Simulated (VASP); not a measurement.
Band structure of Ni$_{3}$Fe (L1_2). All values below come from PBEsol GGA, VASP's PBE PAW potentials (set 64) (plane waves; VASP 6.6.1).

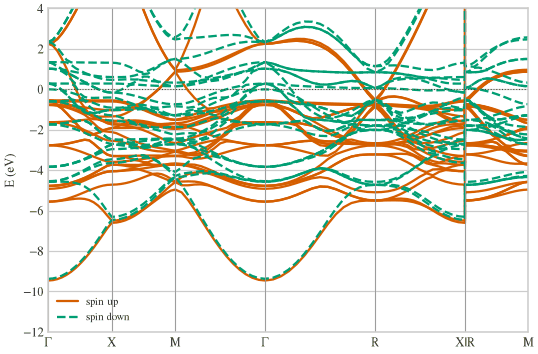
Figure: Bands along high-symmetry lines, zero at the valence-band maximum or, without a gap, the Fermi level

Read the plot: is there a gap, and where are the band edges?

It has no gap at this level: it comes out as a metal or semimetal. (Edges off the drawn lines would not show.)

The compound is Ni3Fe in the L1_2 structure. It was relaxed first, which changed the volume by -5 %.
